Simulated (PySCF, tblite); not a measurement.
# C5H4O2S: dynamics, then NMR shifts on frames, part 2 of 2

tblite 0.8.0 and PySCF 2.14.0. Atoms count from 0.

## (5) NMR shieldings: 625 fs, PBE0/pcSseg-1

What the job is given:

```
{"job": {"kind": "nmr", "xc": "PBE0", "basis": "pcSseg-1", "pop": false}, "charge": 0, "multiplicity": 1}
O      0.726200     1.221800     1.530000
C     -0.125400     0.431500     1.199500
C     -1.304300     0.000000     1.867200
C     -2.233300    -0.797500     1.369800
O     -2.231600    -1.342300     0.037700
C     -1.066400    -1.159800    -0.681500
C     -0.135700    -0.333500    -0.152000
S      1.387500    -0.214700    -1.127300
H     -1.363000     0.196800     2.926700
H     -3.116100    -1.115900     1.941500
H     -1.181400    -1.758600    -1.584500
H      2.002700     0.543300    -0.057200
```

With the program's defaults for keys left out, this is: GIAO PBE0/pcSseg-1 NMR shielding, non-relativistic, gas phase.

Log:

```text
coarse grid: 11712 points
cycle   1  E = -740.7236625864  dE =  1.430e+00  |g| = 8.423e-01  |ddm| = 3.538e+00
cycle   2  E = -740.1471626065  dE =  5.765e-01  |g| = 1.852e+00  |ddm| = 3.073e+00
cycle   3  E = -740.8523481419  dE = -7.052e-01  |g| = 2.605e-01  |ddm| = 2.558e+00
cycle   4  E = -740.8640925436  dE = -1.174e-02  |g| = 1.400e-01  |ddm| = 3.626e-01
cycle   5  E = -740.8673576349  dE = -3.265e-03  |g| = 4.970e-02  |ddm| = 1.331e-01
cycle   6  E = -740.8679061735  dE = -5.485e-04  |g| = 1.352e-02  |ddm| = 5.188e-02
cycle   7  E = -740.8679502818  dE = -4.411e-05  |g| = 4.929e-03  |ddm| = 1.678e-02
cycle   8  E = -740.8679554142  dE = -5.132e-06  |g| = 1.216e-03  |ddm| = 4.561e-03
final grid: 111696 points
cycle   9  E = -740.9403268667  dE =  3.557e-06  |g| = 1.583e-02  |ddm| = 2.888e-02
cycle  10  E = -740.9401927906  dE =  1.341e-04  |g| = 3.089e-02  |ddm| = 3.811e-02
cycle  11  E = -740.9403728811  dE = -1.801e-04  |g| = 2.771e-03  |ddm| = 2.787e-02
cycle  12  E = -740.9403744243  dE = -1.543e-06  |g| = 4.277e-04  |ddm| = 2.695e-03
cycle  13  E = -740.9403744459  dE = -2.160e-08  |g| = 2.370e-04  |ddm| = 5.096e-04
cycle  14  E = -740.9403744581  dE = -1.211e-08  |g| = 6.783e-05  |ddm| = 2.964e-04
cycle  15  E = -740.9403744592  dE = -1.173e-09  |g| = 2.192e-05  |ddm| = 9.163e-05
cycle  16  E = -740.9403744594  dE = -1.298e-10  |g| = 3.388e-06  |ddm| = 3.013e-05
converged SCF energy = -740.9403744594

GIAO shielding tensors (ppm)
atom      isotropic    diamagn.    paramagn.     s11        s22        s33       span
  0 O     -145.582     400.282    -545.865   -580.556   -242.374    386.183    966.739
  1 C       18.752     243.822    -225.070    -71.510      4.025    123.740    195.250
  2 C       71.438     259.054    -187.616     -9.369     76.157    147.527    156.896
  3 C       13.018     249.576    -236.557    -83.501     31.559     90.998    174.499
  4 O       50.043     396.347    -346.305   -118.692    -54.573    323.394    442.086
  5 C       25.382     249.490    -224.108    -68.896     50.210     94.833    163.729
  6 C       42.586     267.298    -224.713    -23.745     17.167    134.334    158.080
  7 S      548.295    1056.260    -507.965    276.440    625.132    743.312    466.872
  8 H       25.737      28.445      -2.708     23.018     26.263     27.930      4.912
  9 H       23.358      26.471      -3.113     20.088     23.750     26.234      6.146
 10 H       22.705      30.091      -7.386     18.332     22.087     27.696      9.365
 11 H       24.481      27.534      -3.052     17.281     24.626     31.537     14.256
```

Run time: 33 s. Hardware: 1 thread of Intel Xeon Platinum 8175M at 2.50GHz, shared host; peak memory 0.77 GiB.

Key values: δ C3 173.9, C1 168.2, C5 161.5, C6 144.3, H10 9.01, H9 8.36 ppm.

## (6) Shielding tensors: 800 fs, PBE0/pcSseg-1

What the job is given:

```
{"job": {"kind": "nmr", "xc": "PBE0", "basis": "pcSseg-1", "pop": false}, "charge": 0, "multiplicity": 1}
O      0.762300     1.300100     1.076200
C     -0.086100     0.454600     0.791300
C     -1.344600     0.140600     1.545500
C     -2.336600    -0.637200     1.163600
O     -2.236600    -1.316500     0.011000
C     -1.155900    -1.020700    -0.811100
C     -0.086900    -0.185500    -0.538200
S      1.070300     0.113400    -1.697400
H     -1.381900     0.712400     2.472100
H     -3.187300    -0.839300     1.740900
H     -1.113600    -1.565600    -1.693600
H      1.860600     1.053300    -1.106000
```

Level: GIAO PBE0/pcSseg-1 NMR shielding, non-relativistic, gas phase.

Log:

```text
coarse grid: 11712 points
cycle   1  E = -740.7269523807  dE =  1.683e+00  |g| = 8.541e-01  |ddm| = 3.574e+00
cycle   2  E = -740.0621520703  dE =  6.648e-01  |g| = 1.924e+00  |ddm| = 3.781e+00
cycle   3  E = -740.8613440520  dE = -7.992e-01  |g| = 2.624e-01  |ddm| = 3.195e+00
cycle   4  E = -740.8727217541  dE = -1.138e-02  |g| = 1.502e-01  |ddm| = 3.684e-01
cycle   5  E = -740.8766769664  dE = -3.955e-03  |g| = 4.888e-02  |ddm| = 1.425e-01
cycle   6  E = -740.8772066496  dE = -5.297e-04  |g| = 1.423e-02  |ddm| = 5.238e-02
cycle   7  E = -740.8772581410  dE = -5.149e-05  |g| = 4.136e-03  |ddm| = 1.624e-02
cycle   8  E = -740.8772610288  dE = -2.888e-06  |g| = 1.462e-03  |ddm| = 3.595e-03
final grid: 111696 points
cycle   9  E = -740.9484216358  dE =  7.206e-07  |g| = 1.654e-02  |ddm| = 3.109e-02
cycle  10  E = -740.9482676608  dE =  1.540e-04  |g| = 3.248e-02  |ddm| = 4.360e-02
cycle  11  E = -740.9484718140  dE = -2.042e-04  |g| = 3.711e-03  |ddm| = 3.288e-02
cycle  12  E = -740.9484743633  dE = -2.549e-06  |g| = 6.102e-04  |ddm| = 3.621e-03
cycle  13  E = -740.9484744220  dE = -5.867e-08  |g| = 2.466e-04  |ddm| = 7.084e-04
cycle  14  E = -740.9484744373  dE = -1.527e-08  |g| = 8.482e-05  |ddm| = 3.365e-04
cycle  15  E = -740.9484744391  dE = -1.867e-09  |g| = 1.762e-05  |ddm| = 9.573e-05
cycle  16  E = -740.9484744392  dE = -8.095e-11  |g| = 5.823e-06  |ddm| = 2.732e-05
converged SCF energy = -740.9484744392

GIAO shielding tensors (ppm)
atom      isotropic    diamagn.    paramagn.     s11        s22        s33       span
  0 O     -195.092     401.904    -596.996   -683.182   -282.418    380.322   1063.504
  1 C        8.821     243.922    -235.102    -82.413    -10.714    119.589    202.003
  2 C       65.365     259.289    -193.923    -19.086     68.112    147.071    166.157
  3 C       32.556     252.192    -219.636    -66.827     55.433    109.061    175.888
  4 O       97.698     393.434    -295.736    -44.636    -10.279    348.010    392.647
  5 C       28.076     250.222    -222.146    -72.537     54.631    102.133    174.670
  6 C       42.796     268.019    -225.224    -45.819     32.478    141.727    187.546
  7 S      618.289    1056.677    -438.388    491.680    605.511    757.675    265.995
  8 H       25.416      29.976      -4.560     23.257     25.223     27.769      4.511
  9 H       24.215      28.813      -4.598     21.274     24.617     26.754      5.480
 10 H       24.036      31.693      -7.657     20.036     21.856     30.215     10.179
 11 H       26.164      28.676      -2.512     19.223     24.610     34.660     15.437
```

Run time: 33 s. Hardware: 1 thread of Intel Xeon Platinum 8175M at 2.50GHz, shared host; peak memory 0.77 GiB.

This run: δ C1 178.1, C5 158.8, C3 154.4, C6 144.1, H10 7.68, H9 7.50 ppm.

## (7) NMR shieldings: 1000 fs, PBE0/pcSseg-1

What the job is given:

```
{"job": {"kind": "nmr", "xc": "PBE0", "basis": "pcSseg-1", "pop": false}, "charge": 0, "multiplicity": 1}
O      0.919300     1.138900     1.159000
C      0.032500     0.317600     0.875200
C     -0.990200    -0.134800     1.865900
C     -1.875200    -1.068500     1.484200
O     -2.002500    -1.602100     0.301900
C     -1.200200    -1.150700    -0.670300
C     -0.211200    -0.260600    -0.437900
S      1.032700    -0.024200    -1.639500
H     -0.965000     0.271900     2.836700
H     -2.562000    -1.496400     2.179900
H     -1.249800    -1.729200    -1.562300
H      1.840900     0.673800    -0.855700
```

Level: GIAO PBE0/pcSseg-1 NMR shielding, non-relativistic, gas phase.

Log:

```text
coarse grid: 11712 points
cycle   1  E = -740.7368018530  dE =  1.762e+00  |g| = 8.585e-01  |ddm| = 3.559e+00
cycle   2  E = -739.9759003785  dE =  7.609e-01  |g| = 2.017e+00  |ddm| = 3.969e+00
cycle   3  E = -740.8750727729  dE = -8.992e-01  |g| = 2.602e-01  |ddm| = 3.377e+00
cycle   4  E = -740.8857833739  dE = -1.071e-02  |g| = 1.512e-01  |ddm| = 3.582e-01
cycle   5  E = -740.8897109691  dE = -3.928e-03  |g| = 4.871e-02  |ddm| = 1.421e-01
cycle   6  E = -740.8902283849  dE = -5.174e-04  |g| = 1.476e-02  |ddm| = 5.361e-02
cycle   7  E = -740.8902844844  dE = -5.610e-05  |g| = 4.152e-03  |ddm| = 1.682e-02
cycle   8  E = -740.8902873330  dE = -2.849e-06  |g| = 1.451e-03  |ddm| = 3.708e-03
final grid: 111696 points
cycle   9  E = -740.9605317920  dE = -6.552e-07  |g| = 1.565e-02  |ddm| = 3.018e-02
cycle  10  E = -740.9603904389  dE =  1.414e-04  |g| = 3.100e-02  |ddm| = 4.249e-02
cycle  11  E = -740.9605766390  dE = -1.862e-04  |g| = 3.666e-03  |ddm| = 3.215e-02
cycle  12  E = -740.9605791352  dE = -2.496e-06  |g| = 5.421e-04  |ddm| = 3.487e-03
cycle  13  E = -740.9605791792  dE = -4.400e-08  |g| = 2.421e-04  |ddm| = 6.453e-04
cycle  14  E = -740.9605791944  dE = -1.520e-08  |g| = 7.334e-05  |ddm| = 3.184e-04
cycle  15  E = -740.9605791957  dE = -1.391e-09  |g| = 1.671e-05  |ddm| = 9.101e-05
cycle  16  E = -740.9605791958  dE = -6.912e-11  |g| = 4.158e-06  |ddm| = 2.534e-05
converged SCF energy = -740.9605791958

GIAO shielding tensors (ppm)
atom      isotropic    diamagn.    paramagn.     s11        s22        s33       span
  0 O     -190.585     401.690    -592.275   -665.152   -277.375    370.773   1035.925
  1 C        7.323     242.911    -235.588    -85.631    -13.102    120.702    206.333
  2 C       61.829     260.162    -198.333    -33.689     70.976    148.200    181.888
  3 C       30.963     249.046    -218.083    -69.422     48.308    114.004    183.426
  4 O      104.589     392.879    -288.290    -43.870     -7.870    365.508    409.378
  5 C       37.217     251.113    -213.896    -60.962     64.060    108.553    169.515
  6 C       50.217     266.885    -216.668    -26.397     36.570    140.477    166.874
  7 S      611.005    1056.535    -445.530    413.870    622.394    796.751    382.881
  8 H       25.299      31.770      -6.471     23.602     24.183     28.110      4.508
  9 H       24.387      27.570      -3.183     20.388     25.596     27.178      6.790
 10 H       24.045      30.845      -6.799     19.517     23.272     29.348      9.832
 11 H       26.570      29.888      -3.318     18.593     25.719     35.398     16.804
```

Wall time 33 s (1 thread of Intel Xeon Platinum 8175M at 2.50GHz, shared host); peak memory 0.77 GiB.

In short: δ C1 179.6, C3 156.0, C5 149.7, C6 136.7, H10 7.67, H9 7.33 ppm.

## (8) Run by run: NMR shifts

Shifts (ppm) of some atoms, chosen among heavy atoms and hydrogens apart, with basis size and wall time:

```csv
frame,C3,C6,H10,H11,O0,O4,S7,functions,time
250 fs,158.4,153.5,7.86,5.63,484.3,237.7,-142,163,31 s
425 fs,164.4,153.5,8.11,4.36,513.9,269.5,-110,163,32 s
625 fs,173.9,144.3,9.01,7.24,481.7,286.0,-45,163,33 s
800 fs,154.4,144.1,7.68,5.55,531.2,238.4,-115,163,33 s
1000 fs,156.0,136.7,7.67,5.15,526.7,231.5,-107,163,33 s
```

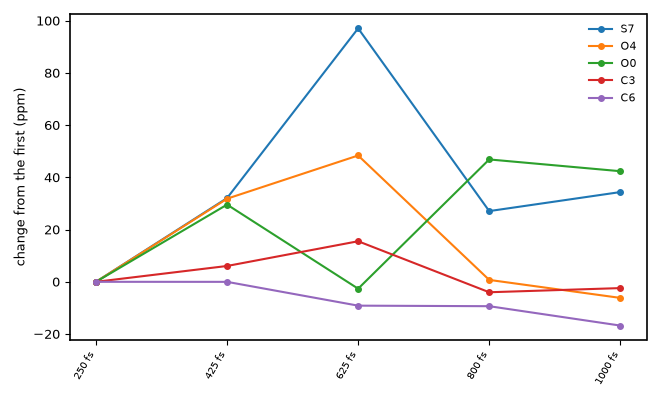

How five of the tabulated atoms move from run to run.

## (9) Results

The summary covers parts 1 to 2.

```
                                      quantity                                  value
                                    thermostat                                  400 K
                 mean temperature, second half                                  452 K
       mean potential energy above the minimum                                0.65 eV
13C shifts against TMS (PBE0/pcSseg-1, 250 fs)  175.2, 158.4, 153.5, 150.8, 113.9 ppm
 1H shifts against TMS (PBE0/pcSseg-1, 250 fs)             7.86, 7.31, 6.23, 5.63 ppm
17O shifts against H2O (PBE0/pcSseg-1, 250 fs)                       484.3, 237.7 ppm
33S shifts against CS2 (PBE0/pcSseg-1, 250 fs)                               -142 ppm
                      range of the shift of S7                        -142 to -45 ppm
```

In the second half the potential energy averages 0.65 eV above the minimum; equipartition over 30 harmonic modes at 400 K would give 0.52 eV. With 12 atoms the temperature swings widely (236 to 741 K). Shifts at one fixed geometry are not the observed spectrum, which averages over the motion. In the first frame run (250 fs): The largest span, 978 ppm, is at O0, where the paramagnetic term is -548 ppm. In ppm, S7 moves most: its shift spreads over 97 ppm, from -142 (250 fs) to -45 (625 fs).
